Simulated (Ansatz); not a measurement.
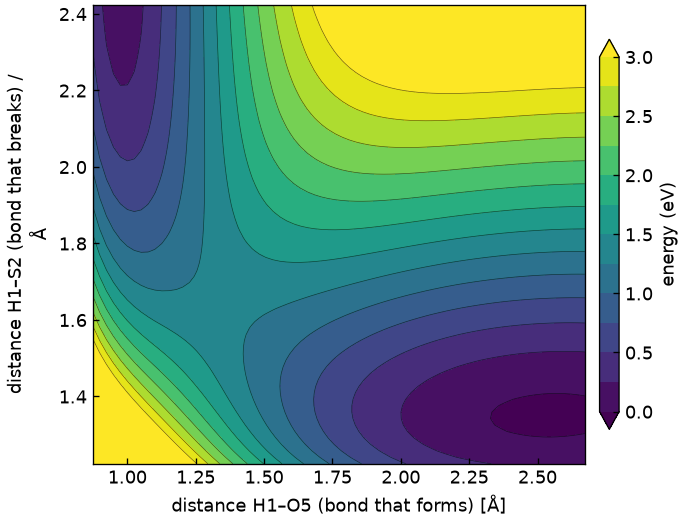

Energy landscape of the reacting system C₂H₄OS (one molecule; an intramolecular 1,3-shift). First axis: distance H1–O5 (bond that forms). Second axis: distance H1–S2 (bond that breaks). Relaxed at each point: all other coordinates. Grid: 10 × 10 points. Points are written as (first, second). Energies: eV, counted from the lowest grid point. The reference is spin-restricted, so regions where a bond is pulled apart into radicals lie too high. Level of theory: Ansatz, RKS CAM-B3LYP-D4/def2-SVP.

Drawn: filled contours, one colour for all values above the top of the scale. Between grid points the surface is interpolated. 

Question: Where are the wells?

Answer: The lowest grid point is at (2.427 Å, 1.301 Å). The highest grid point, (0.873 Å, 1.224 Å), lies 7.30 eV above the lowest. On the interpolated surface the lowest path from the side where the first distance is long, about (2.55 Å, 1.34 Å), to the side where the second distance is long, (0.988 Å, 2.424 Å), has its top at (1.329 Å, 1.659 Å), about 1.4 eV above the start and 1.2 eV above the end.

The whole map (100 points run) took 25 min on 1 thread of Arm Neoverse V1, on a shared host.
